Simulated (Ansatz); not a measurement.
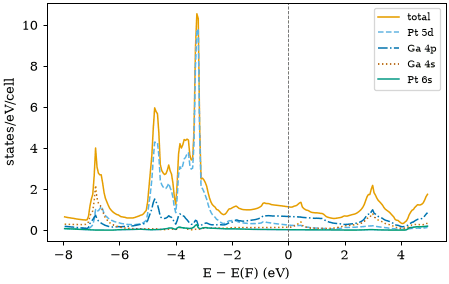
*Total and projected density of states of Ga2Pt (fluorite or antifluorite type, Fm-3m), plane-wave PAW PBEsol (Ansatz code)*

**Question.** Which orbitals carry the states next to the Fermi level?

**Answer.** Within 0.5 eV of the Fermi level: Ga 4p 56 %, Pt 5d 22 %, Ga 4s 16 %. Projections are on Löwdin-orthogonalised atomic valence shells; empty p or d shells of many metals are not among them.

**Question.** Where is the tallest occupied peak in this window, and what makes it?

**Answer.** Near -3.2 eV, about 11 states/eV per cell; the largest projected share is Pt 5d.

The first step of the workflow began from a Materials Project structure, measured or hypothetical; the Crystallography Open Database files this formula in space group No. 225, but the cells were not matched. Its standing as an ambient phase is unchecked. The PBEsol relaxation kept the symmetry of its start; of distortions, only those at the zone centre were tested. The run is not spin-polarised. Scalar-relativistic: spin–orbit coupling is off unless named, which matters more the heavier the elements.

Potentials: the later of the program's two PAW sets.
